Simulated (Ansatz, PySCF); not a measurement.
Potential energy curve for MgH, doublet.

Levels: CASSCF(3,3)/cc-pVDZ (PySCF); UKS-PBE = unrestricted PBE/cc-pVDZ (Ansatz, a first-principles code); UKS-B3LYP/6-311+G** = unrestricted B3LYP/6-311+G**, spherical d (PySCF 2.14.0); UMP2 = PySCF with MP2 on UHF/cc-pVDZ, 1 core orbital frozen; UKS-B3LYP/6-31G* = PySCF with unrestricted B3LYP/6-31G*, spherical d.

Energies are in kcal/mol, each relative to the lowest point of its own curve near equilibrium.

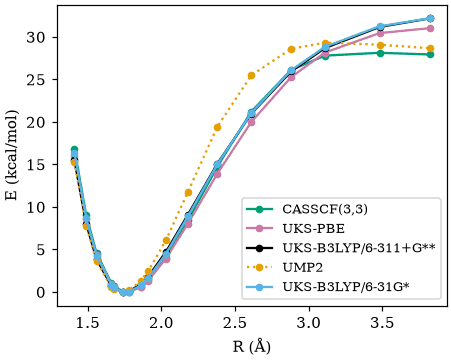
Fig. 1. Energy against bond length for each method.

| R / Å | CASSCF(3,3) | UKS-PBE | UKS-B3LYP/6-311+G** | UMP2 | UKS-B3LYP/6-31G* |
|---|---|---|---|---|---|
| 1.41 | 16.8 | 16.0 | 15.5 | 15.3 | 16.4 |
| 1.49 | 9.0 | 8.6 | 8.0 | 7.8 | 8.6 |
| 1.56 | 4.6 | 4.3 | 3.9 | 3.6 | 4.3 |
| 1.66 | 1.1 | 1.0 | 0.7 | 0.6 | 0.9 |
| 1.68 | 0.7 | 0.6 | 0.4 | 0.3 | 0.5 |
| 1.74 | 0.1 | 0.0 | 0.0 | 0.0 | 0.0 |
| 1.78 | 0.0 | 0.0 | 0.1 | 0.2 | 0.0 |
| 1.86 | 0.6 | 0.6 | 0.9 | 1.3 | 0.8 |
| 1.91 | 1.4 | 1.3 | 1.8 | 2.4 | 1.6 |
| 2.03 | 4.1 | 3.9 | 4.7 | 6.1 | 4.5 |
| 2.18 | 8.4 | 8.0 | 9.1 | 11.8 | 8.9 |
| 2.38 | 14.8 | 13.9 | 15.1 | 19.4 | 15.0 |
| 2.61 | 21.2 | 20.0 | 21.0 | 25.5 | 21.0 |
| 2.88 | 26.1 | 25.3 | 25.9 | 28.6 | 26.1 |
| 3.11 | 27.8 | 28.2 | 28.7 | 29.3 | 28.8 |
| 3.48 | 28.1 | 30.4 | 31.2 | 29.1 | 31.3 |
| 3.82 | 27.9 | 31.0 | 32.2 | 28.7 | 32.2 |

The scan ran from 1.41 to 6.96 Å; beyond the distances shown one of the unrestricted levels run for this scan, shown here or not, changes its spin distribution in one step. The unrestricted determinant behind UMP2 is spin-contaminated at 2.38 to 3.11 Å (<S²> up to 0.9, against 0.75 for a pure doublet).
